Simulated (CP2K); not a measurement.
**Convergence test for TiGa2O5 (C2/c, 16 atoms in the cell)**

```yaml
crystal:
  lattice:
    - [5.64302, 0.00000, 0.00000]
    - [3.38926, 4.51182, 0.00000]
    - [-2.22300, -1.11044, 6.61178]
  atoms:
    - { symbol: Ti, position: [0.00000, 0.00000, 0.50000] }
    - { symbol: Ti, position: [0.00000, 0.00000, 0.00000] }
    - { symbol: Ga, position: [0.36676, 0.36074, 0.27428] }
    - { symbol: Ga, position: [0.63324, 0.63926, 0.72572] }
    - { symbol: Ga, position: [0.63926, 0.63324, 0.22572] }
    - { symbol: Ga, position: [0.36074, 0.36676, 0.77428] }
    - { symbol: O, position: [0.58144, 0.24964, 0.05096] }
    - { symbol: O, position: [0.41856, 0.75036, 0.94904] }
    - { symbol: O, position: [0.75036, 0.41856, 0.44904] }
    - { symbol: O, position: [0.24964, 0.58144, 0.55096] }
    - { symbol: O, position: [0.66203, 0.96821, 0.35015] }
    - { symbol: O, position: [0.33797, 0.03179, 0.64985] }
    - { symbol: O, position: [0.03179, 0.33797, 0.14985] }
    - { symbol: O, position: [0.96821, 0.66203, 0.85015] }
    - { symbol: O, position: [0.19648, 0.80352, 0.25000] }
    - { symbol: O, position: [0.80352, 0.19648, 0.75000] }
```

Level of theory: CP2K with PBEsol, GPW, DZVP-MOLOPT-SR-GTH basis, GTH-PBE potentials (GTH_POTENTIALS).

The starting cell comes from a database of computed structures (which also holds hypothetical and non-ambient phases and stackings), without a prior relaxation at this level. Values carry the incompleteness of an atom-centred basis. The potentials were made for another functional than the one used. In the base run, with a pressure of about -5 GPa the cell is away from its equilibrium volume at this level.

Held fixed: CUTOFF = 600 Ry; REL_CUTOFF = 50 Ry; KPOINTS/SCHEME = MONKHORST-PACK 3 3 2; GAMMA_CENTERED = T; XC_FUNCTIONAL = PBE:PBESOL; Ti/BASIS_SET = DZVP-MOLOPT-SR-GTH; Ti/POTENTIAL = GTH-PBE-q12; Ga/BASIS_SET = DZVP-MOLOPT-SR-GTH; Ga/POTENTIAL = GTH-PBE-q13; O/BASIS_SET = DZVP-MOLOPT-SR-GTH; O/POTENTIAL = GTH-PBE-q6; METHOD = GPW; EPS_DEFAULT = 1e-10; NGRIDS = 5; SCF_GUESS = ATOMIC; MAX_SCF = 100; ADDED_MOS = 22; MIXING/METHOD = BROYDEN_MIXING; MIXING/ALPHA = 0.3.

ΔF is the free energy per atom less that of the last row (1e-09).

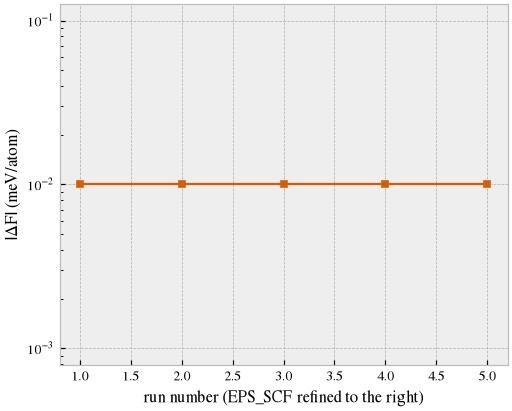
Figure. Size of the energy error against the last run of the series; values under 0.01 meV/atom are drawn at 0.01.

```csv
EPS_SCF,ΔF (meV/atom),pressure (GPa),largest force (eV/Å),gap on the mesh (eV),iterations
0.001,0.00,-5.00,0.283,2.396,11
0.0001,0.00,-5.01,0.283,2.391,13
1e-05,0.00,-5.01,0.283,2.392,15
1e-06,0.00,-5.01,0.283,2.392,18
1e-08,0.00,-5.01,0.283,2.392,26
1e-09,0.00,-5.01,0.283,2.392,28
```

Pressure within 0.2 GPa of the last row: from EPS_SCF = 0.001 on, the coarsest one. The value it settles on is -5.0 GPa at this level of theory and with the other settings as held.

Energy within 0.5 meV/atom of the last row: from EPS_SCF = 0.001 on, the coarsest one.

The gap is read on the k-point mesh of the run and can differ from the gap over the whole zone at this level.
